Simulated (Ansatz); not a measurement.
A computed series for Be: response to strain

Base system: Be in the hcp (Mg type) structure (space group P6_3/mmc, No. 194; relaxed with 0.1 eV smearing).

```yaml
crystal:
  lattice:
    - [2.25515, 0.00000, 0.00000]
    - [-1.12758, 1.95302, 0.00000]
    - [0.00000, 0.00000, 3.55800]
  atoms:
    - { symbol: Be, position: [0.66667, 0.33333, 0.75000] }
    - { symbol: Be, position: [0.33333, 0.66667, 0.25000] }
```

Cartesian axes are those of the cell as printed.

Strains are applied to the cell and any free atomic positions relax; under biaxial strain the out-of-plane vector relaxes too.

Level of theory: Ansatz (a program for electronic structure) PBEsol, no spin-orbit coupling.

Notes on the quantities. in-plane stress: mean in-plane stress (compression positive).

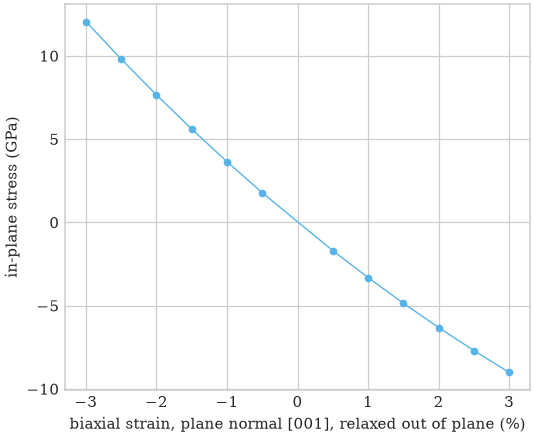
in-plane stress against biaxial strain, plane normal [001], relaxed out of plane

From the plot, what is the in-plane stress for biaxial strain +1.00 %, plane normal [001], relaxed out of plane?

About -3 GPa.

Is the trend monotonic over the range shown?

Yes, it falls throughout, spanning -9.0 GPa to +12.1 GPa.

Stability against distortions was not tested.
